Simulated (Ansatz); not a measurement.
## A convergence test on BaTiO3 (Pm-3m): k mesh of the density

Aim: see how gap, energy and time of BaTiO3 (Pm-3m) follow the k mesh of the density.

Method: DFT, LDA, plane waves, PAW, in Ansatz 0.2.0.

**1. The structure**

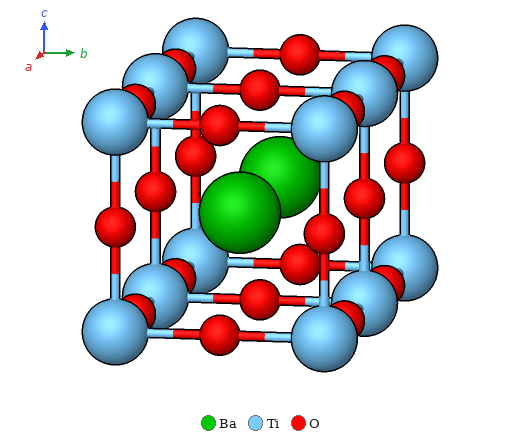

The starting structure, seen slightly off an axis (barium green, titanium blue, oxygen red). 2×1×1 cells are drawn. Some periodic images of atoms are drawn too.

Structure file:

```cif
data_structure
_symmetry_space_group_name_H-M 'Pm-3m'
_symmetry_Int_Tables_number 221
_cell_length_a 4.0060
_cell_length_b 4.0060
_cell_length_c 4.0060
_cell_angle_alpha 90.000
_cell_angle_beta 90.000
_cell_angle_gamma 90.000
_cell_volume 64.29
loop_
_atom_site_label
_atom_site_type_symbol
_atom_site_symmetry_multiplicity
_atom_site_Wyckoff_symbol
_atom_site_fract_x
_atom_site_fract_y
_atom_site_fract_z
_atom_site_occupancy
Ba1 Ba 1 b 0.50000 0.50000 0.50000 1
Ti1 Ti 1 a 0.00000 0.00000 0.00000 1
O1 O 3 d 0.50000 0.00000 0.00000 1
```

The cell and positions come from the Crystallography Open Database and are kept as given unless a step says otherwise. Spin-orbit coupling is left out unless a step names it. The default PAW set here is soft_2. Its files were made with PBE.

**2. k mesh of the density: 2×2×2**

Input file input.yaml:

```yaml
crystal:
  lattice:
    - [4.006, 0.0, 0.0]
    - [0.0, 4.006, 0.0]
    - [0.0, 0.0, 4.006]
  atoms:
    - { symbol: Ba, position: [0.5, 0.5, 0.5] }
    - { symbol: Ti, position: [0.0, 0.0, 0.0] }
    - { symbol: O, position: [0.5, 0.0, 0.0] }
    - { symbol: O, position: [0.0, 0.5, 0.0] }
    - { symbol: O, position: [0.0, 0.0, 0.5] }
kpoints:
  mp_grid: { grid: [2, 2, 2] }
  band_path:
    path: [[0.0, 0.0, 0.0], [0.0, 0.5, 0.0], [0.5, 0.5, 0.0], [0.5, 0.5, 0.5]]
    npoints: 1
hamiltonian:
  xc: lda
scf:
  occupations: { method: fixed }
  n_extra_bands: 5
output:
  eigenvalues: true
  forces: true
  stress: true
```

The run is started by

```bash
$ ansatz run input.yaml --threads 3 --pin off --max-ram 92160MiB --backend cuda --events-out ev --progress --plain --runs-dir out --devices 1 --max-vram 13GiB
```

Numbers of over 12 decimals in the logs are rounded to 6 here.

The log of the run:

```text
scf.n_extra_bands = 5 over 20 filled bands (N_el = 40.0): the run solves 25 bands
GPUs: using 1 of 1 available (devices: 1).
Engine: ansatz 0.2.0, x86_64-unknown-linux-gnu
Pseudopotentials: kind: paw
Pseudopotential: Ba, paw, valence charge 10, recommended cutoff 420 eV (normal), Ba.paw.azcp
Pseudopotential: Ti, paw, valence charge 12, recommended cutoff 420 eV (normal), Ti.paw.azcp
Pseudopotential: O, paw, valence charge 6, recommended cutoff 420 eV (normal), O.paw.azcp
Functional definition: SPW92
  exchange = slater_x
  correlation = pw_c
concurrent solve slots: 2 of 3 are kept, ahead of what memory takes: no pass of the eigensolver takes more rounds on 2
device memory: the entry about to start is reckoned to put 1.1 GiB on a device that reports 63.6 GiB free (of which the cap on the GPU budget leaves the run 13.0 GiB)
GPU FFT provider: cuFFT
GPU libraries: cuBLAS 13.8.2, cuFFT 12.4.0, cuSOLVER 12.3.4
Crystal: 5 atoms, lattice volume = 64.288 Å³
Basis set: ecut = 420 eV, 1237 PW (Γ)
Bands: 25, of which v1, the nominal top of the filled ones, is band 20 counted from 1 (19 counted from 0)
Symmetry: 48 space group operations
Space group: Pm-3m (ITA 221), of the structure as read, at distance tolerance 4.0e-5 Å
k-points: 4 of 8
Non-local potential: Ba, projectors of the file, l = 0: 3, l = 1: 2, l = 2: 2, l = 3: 2
Non-local potential: Ti, projectors of the file, l = 0: 3, l = 1: 2, l = 2: 3, l = 3: 1
Non-local potential: O, projectors of the file, l = 0: 2, l = 1: 2, l = 2: 1
PAW form: soft (Blöchl's): semilocal exchange-correlation on the pseudo side does not see the compensation charge
PAW frozen core: Ba, regenerated for the run's functional, and the local potential with it (the file was generated under x = pbe(κ = 0.804, μ = 0.219515), c = pbe(β = 0.066725))
PAW frozen core: Ti, regenerated for the run's functional, and the local potential with it (the file was generated under x = pbe(κ = 0.804, μ = 0.219515), c = pbe(β = 0.066725))
PAW frozen core: O, regenerated for the run's functional, and the local potential with it (the file was generated under x = pbe(κ = 0.804, μ = 0.219515), c = pbe(β = 0.066725))
PAW one-centre angular grid: Ba, 194 points (default); XC on 64 Gauss nodes
PAW one-centre angular grid: Ti, 590 points (default); XC on 64 Gauss nodes
PAW one-centre angular grid: O, 110 points (default); XC on 64 Gauss nodes
Initial density: superposition of atomic densities (neutral atoms: chi_scale 0, normalization atom), corrected by the library's trained network
Initial wavefunctions: pseudopotential atomic-orbital guess
GPU buffer pool allocated for 19683 grid points (all kernels)
GPU transforms: local potential and band sums: pruned to the plane-wave sphere, on 27×27×27
Functional: x = slater, c = lda
SCF iter   1: F=—  HF=-9903.629701 eV  |F-HF|=—  |Δ(HF+E_count)|=         —  Δρ=1.18e-2  dr2=7.76e-2  ethr=1.77e-3  ⟨swp⟩=4.0  Hψ=419  notcnv=0  defer=7
preconditioner: auto → Resta (q_TF=auto, 2.521 Å⁻¹)  ε∞=6.2  [insulator: Δε(μ)=1.464 eV  Ē_g=11.532 eV  n_scr=18 (ndim 8)  ℏωp=26.2 eV  f_vac=0.000  ε∞_Penn≈6.2]
SCF iter   2: F=—  HF=-9903.608090 eV  |F-HF|=—  |Δ(HF+E_count)|=   2.16e-2  Δρ=4.63e-3  dr2=9.96e-3  ethr=1.94e-4  ⟨swp⟩=2.5  Hψ=222  notcnv=0  defer=8
SCF iter   3: F=—  HF=-9903.605693 eV  |F-HF|=—  |Δ(HF+E_count)|=   2.40e-3  Δρ=2.40e-3  dr2=3.13e-3  ethr=2.49e-5  ⟨swp⟩=2.5  Hψ=171  notcnv=0  defer=10
SCF iter   4: F=—  HF=-9903.605137 eV  |F-HF|=—  |Δ(HF+E_count)|=   5.56e-4  Δρ=7.91e-4  dr2=3.12e-4  ethr=7.81e-6  ⟨swp⟩=2.5  Hψ=178  notcnv=0  defer=10
SCF iter   5: F=—  HF=-9903.605129 eV  |F-HF|=—  |Δ(HF+E_count)|=   8.42e-6  Δρ=1.78e-4  dr2=1.73e-5  ethr=7.80e-7  ⟨swp⟩=2.2  Hψ=152  notcnv=0  defer=8
SCF iter   6: F=—  HF=-9903.605167 eV  |F-HF|=—  |Δ(HF+E_count)|=   3.87e-5  Δρ=2.10e-5  dr2=3.39e-7  ethr=4.34e-8  ⟨swp⟩=2.0  Hψ=137  notcnv=0  defer=4
SCF iter   7: F=-9903.605167 eV  HF=-9903.605167 eV  |F-HF|=2.37e-8  |Δ(HF+E_count)|=   8.50e-8  Δρ=6.51e-6  dr2=3.22e-8  ethr=2.50e-10  ⟨swp⟩=10.2  Hψ=536  notcnv=0
SCF 1 converged in 7 iterations: F = -9903.605167 eV  dr2 = 3.22e-8
[...]
concurrent solve slots: 2 of 3 are kept, ahead of what memory takes: no pass of the eigensolver takes more rounds on 2
device memory: the entry about to start is reckoned to put 0.6 GiB on a device that reports 63.6 GiB free (of which the cap on the GPU budget leaves the run 13.0 GiB)
NSCF: frozen V_eff on 4 k-points
SCF converged after 7 iterations
Free energy (F): -9903.605167 eV
Harris-Foulkes:  -9903.605167 eV  (|F-HF|=2.37e-8)
Internal energy: -9903.605167 eV  (E = F + TS)
E sigma→0 (E₀):  -9903.605167 eV
Fermi energy:    10.000523 eV
--- Per-component energies (eV) ---
  E_band       = -152.062843
  E_kinetic    = 964.853741
  E_local      = -2099.139189  (includes V_loc(G=0)·N_el)
  E_nonlocal   = 215.445518
  E_hartree    = 811.636590
  E_xc         = -484.530831
  E_vxc        = -541.686334  (∫ρ·V_xc dr)
  E_paw        = -6494.371501  (= ΣΔE_a)
  E_vpaw       = -314.819781  (= ΣTr[D̂ρ^β])
  E_aug_tail   = 0.007478  (compensation charges beyond the density's cutoff)
  E_ewald      = -2818.406203
  E_core_change = 0.899230  (= ΣΔE_core)
  E_smearing   = -0.000000  (= −TS)
  E_closure    = -0.000000  (closes the sum)
  Σ components = -9903.605167   (vs F -9903.605167, Δ=0.00e0)
--- Forces (eV/Å), atoms counted from 1 ---
  atom   1  Ba    -0.00000000     0.00000000    -0.00000000
  atom   2  Ti    -0.00000000    -0.00000000    -0.00000000
  atom   3  O     -0.00000000     0.00000000     0.00000000
  atom   4  O      0.00000000     0.00000000     0.00000000
  atom   5  O     -0.00000000     0.00000000     0.00000000
  max |Σ_I F_I| component: 1.08e-23 eV/Å
--- Stress (GPa, compression-positive) ---
       -6.933765       0.000000       0.000000
       -0.000000      -6.933765       0.000000
       -0.000000       0.000000      -6.933765
  P = ⅓ Tr σ = -6.9338 GPa (-69.338 kbar)
--- Band table (eV) ---
  k-point 0: bands = [... 16 lower, 8.8651, 9.8938, 9.8938, 9.8938, 11.3341, 11.3341, 11.3341, 13.5509, ... 1 higher]
  k-point 1: bands = [... 16 lower, 8.0759, 8.0759, 9.3123, 9.3123, 11.4526, 13.1428, 13.1428, 13.5569, ... 1 higher]
  k-point 2: bands = [... 16 lower, 8.2585, 9.1498, 9.1498, 9.9508, 13.1525, 13.1525, 13.5387, 14.4373, ... 1 higher]
  k-point 3: bands = [... 16 lower, 7.5537, 10.0005, 10.0005, 10.0005, 13.8106, 13.8106, 13.8106, 16.6817, ... 1 higher]
```

Run time: 4.3 s. Hardware: 1 × NVIDIA H100 80GB HBM3 (shared by 6 runs) with 3 threads of AMD EPYC 7R13 (Zen 3), shared host; peak memory 0.93 GiB.

This step gave:

| Item | Value |
| --- | --- |
| pressure | -6.934 GPa |
| gap | 1.334 eV |
| valence top at | R |
| conduction bottom at | Γ |
| least direct gap | 1.440 eV |

The gap is indirect, with the least direct gap 0.11 eV higher.

**3. k mesh of the density: 4×4×4**

Edit input.yaml of step 2 so:

```diff
@@ -12,3 +12,3 @@
 kpoints:
-  mp_grid: { grid: [2, 2, 2] }
+  mp_grid: { grid: [4, 4, 4] }
   band_path:
```

The log of the run:

```text
[...]
GPUs: using 1 of 1 available (devices: 1).
[...]
GPU FFT provider: cuFFT
GPU libraries: cuBLAS 13.8.2, cuFFT 12.4.0, cuSOLVER 12.3.4
Crystal: 5 atoms, lattice volume = 64.288 Å³
Basis set: ecut = 420 eV, 1237 PW (Γ)
Bands: 25, of which v1, the nominal top of the filled ones, is band 20 counted from 1 (19 counted from 0)
[... 1 set-up line as in the run before ...]
[...]
k-point 0: bands = [... 16 lower, 8.7651, 9.7838, 9.7838, 9.7838, 11.5904, 11.5904, 11.5904, 13.8566, ... 1 higher]
  k-point 1: bands = [... 16 lower, 8.3403, 8.6779, 9.4496, 9.4496, 11.6545, 12.5688, 12.5688, 13.8600, ... 1 higher]
  k-point 2: bands = [... 16 lower, 8.0498, 8.0498, 9.2093, 9.2093, 11.7211, 13.3598, 13.3598, 13.8625, ... 1 higher]
  k-point 9: bands = [... 16 lower, 7.5356, 9.8885, 9.8885, 9.8885, 14.0448, 14.0448, 14.0448, 16.6560, ... 1 higher]
[key lines of the parts left out:]
SCF converged after 8 iterations
Free energy (F): -9904.374895 eV
Fermi energy:    9.888462 eV
P = ⅓ Tr σ = -9.3200 GPa (-93.200 kbar)
```

Wall time 3.8 s (1 × NVIDIA H100 80GB HBM3 (shared by 6 runs) with 3 threads); peak memory 0.93 GiB; 4.5 s of CPU time.

Numbers from this step:

| Quantity | Value |
| --- | --- |
| pressure | -9.320 GPa |
| gap | 1.702 eV |
| valence top at | R |
| conduction bottom at | Γ |
| least direct gap | 1.807 eV |

The gap is 1.702 eV, +0.368 eV from the run before at this level.

**4. k mesh of the density: 6×6×6 (the default)**

input.yaml, the sections that differ from step 3:

```yaml
kpoints:
  mp_grid: { grid: [6, 6, 6] }
  band_path:
    path:
      - [[0.0, 0.0, 0.0], [0.0, 0.5, 0.0], [0.5, 0.5, 0.0], [0.0, 0.0, 0.0], [0.5, 0.5, 0.5], [0.0, 0.5, 0.0]]
      - [[0.5, 0.5, 0.5], [0.5, 0.5, 0.0]]
    npoints: 10
scf:
  occupations: { method: fermi_dirac, width: 0.02 }
  n_extra_bands: 5
output:
  eigenvalues: true
  forces: true
  stress: true
  write_density: true
  write_potential: true
  elf: true
  volumetric_format: npy
# crystal, hamiltonian: as in step 3
```

The log of the run:

```text
[...]
GPUs: using 1 of 1 available (devices: 1).
[...]
GPU FFT provider: cuFFT
GPU libraries: cuBLAS 13.8.2, cuFFT 12.4.0, cuSOLVER 12.3.4
Crystal: 5 atoms, lattice volume = 64.288 Å³
Basis set: ecut = 420 eV, 1237 PW (Γ)
Bands: 25, of which v1, the nominal top of the filled ones, is band 20 counted from 1 (19 counted from 0)
[... 1 set-up line as in the run before ...]
[...]
k-point 0: bands = [... 16 lower, 8.7613, 9.7796, 9.7796, 9.7796, 11.6035, 11.6035, 11.6035, 13.8726, ... 1 higher]
  k-point 1: bands = [... 16 lower, 8.5381, 9.1479, 9.5913, 9.5913, 11.6353, 12.1331, 12.1331, 13.8745, ... 1 higher]
  k-point 2: bands = [... 16 lower, 8.1531, 8.2859, 9.3197, 9.3197, 11.7010, 12.9871, 12.9871, 13.8772, ... 1 higher]
  k-point 19: bands = [... 16 lower, 7.5353, 9.8842, 9.8842, 9.8842, 14.0573, 14.0573, 14.0573, 16.6549, ... 1 higher]
[key lines of the parts left out:]
SCF converged after 6 iterations
Free energy (F): -9904.391602 eV
Fermi energy:    10.749567 eV
P = ⅓ Tr σ = -9.3619 GPa (-93.619 kbar)
```

It took 5.8 s on 1 × NVIDIA H100 80GB HBM3 (shared by 6 runs) with 3 threads; peak memory 0.92 GiB.

This step gave:

* pressure: -9.362 GPa
* gap: 1.719 eV
* valence top at: R
* conduction bottom at: Γ
* least direct gap: 1.824 eV

The gap is 1.719 eV, +0.017 eV from the run before at this level.

**5. k mesh of the density: 8×8×8**

input.yaml, the sections that differ from step 4:

```yaml
kpoints:
  mp_grid: { grid: [8, 8, 8] }
  band_path:
    path: [[0.0, 0.0, 0.0], [0.0, 0.5, 0.0], [0.5, 0.5, 0.0], [0.5, 0.5, 0.5]]
    npoints: 1
scf:
  occupations: { method: fixed }
  n_extra_bands: 5
output:
  eigenvalues: true
  forces: true
  stress: true
# crystal, hamiltonian: as in step 4
```

The log of the run:

```text
[...]
GPUs: using 1 of 1 available (devices: 1).
[...]
GPU FFT provider: cuFFT
GPU libraries: cuBLAS 13.8.2, cuFFT 12.4.0, cuSOLVER 12.3.4
Crystal: 5 atoms, lattice volume = 64.288 Å³
Basis set: ecut = 420 eV, 1237 PW (Γ)
Bands: 25, of which v1, the nominal top of the filled ones, is band 20 counted from 1 (19 counted from 0)
[... 1 set-up line as in the run before ...]
[...]
k-point 0: bands = [... 16 lower, 8.7611, 9.7793, 9.7793, 9.7793, 11.6044, 11.6044, 11.6044, 13.8737, ... 1 higher]
  k-point 1: bands = [... 16 lower, 8.6272, 9.3831, 9.6611, 9.6611, 11.6229, 11.9288, 11.9288, 13.8748, ... 1 higher]
  k-point 2: bands = [... 16 lower, 8.3365, 8.6746, 9.4458, 9.4458, 11.6687, 12.5810, 12.5810, 13.8770, ... 1 higher]
  k-point 34: bands = [... 16 lower, 7.5353, 9.8839, 9.8839, 9.8839, 14.0582, 14.0582, 14.0582, 16.6548, ... 1 higher]
[key lines of the parts left out:]
SCF converged after 8 iterations
Free energy (F): -9904.391947 eV
Fermi energy:    9.883936 eV
P = ⅓ Tr σ = -9.3639 GPa (-93.639 kbar)
```

It took 4.1 s on 1 × NVIDIA H100 80GB HBM3 (shared by 6 runs) with 3 threads; peak memory 0.93 GiB; 5.3 s of CPU time.

This step gave:

* pressure: -9.364 GPa
* gap: 1.720 eV
* valence top at: R
* conduction bottom at: Γ
* least direct gap: 1.825 eV

The gap is 1.720 eV, +0.001 eV from the run before at this level.

**6. The series**

Differences are against the last row; a negative gap means that bands overlap, and a run with a band path holds that path's time. Times are wall times on 1 × NVIDIA H100 80GB HBM3 (shared by 6 runs) with 3 threads of AMD EPYC 7R13 (Zen 3), shared host, good to a factor of about two.

```tsv
k mesh of the density	gap (eV)	direct gap (eV)	gap error (eV)	energy error (meV/atom)	irreducible k	time
2×2×2	1.334	1.440	−0.387	+157.4	4	4.3 s
4×4×4	1.702	1.807	−0.018	+3.4	10	3.8 s
6×6×6	1.719	1.824	−0.001	+0.1	20	5.8 s
8×8×8	1.720	1.825	+0.000	+0.0	35	4.1 s
```

**7. Results**

```yaml
2x2x2: 1.334 eV
4x4x4: 1.702 eV
6x6x6: 1.719 eV
8x8x8: 1.720 eV
```

The gap holds to 0.02 eV from 4×4×4 on. At 2×2×2 the gap is off by −0.387 eV and the energy by +157 meV/atom. The gap is read over the mesh and added points near the edges, so meshes differ mainly through the density and, for a hybrid, the exchange operator.

[Paths, hosts, dates, memory and timing lines, banners, echoed tables and standing remarks are left out of the program output.]

[Logs are printed without paths, hosts, clocks, repeated set-up lines and the standing remarks that a program may print on its own settings, such as how far it seeks lower states.]

[Runs of the session that timed out or met a known fault of the program may be left out.]

[Cells called generated may have been cut or substituted from an entry of the Crystallography Open Database or the Materials Project.]

[Hosts, paths, dates, database ids (printed as entryN), source tags and the programs' standing remarks are cut or masked in the printed files.]
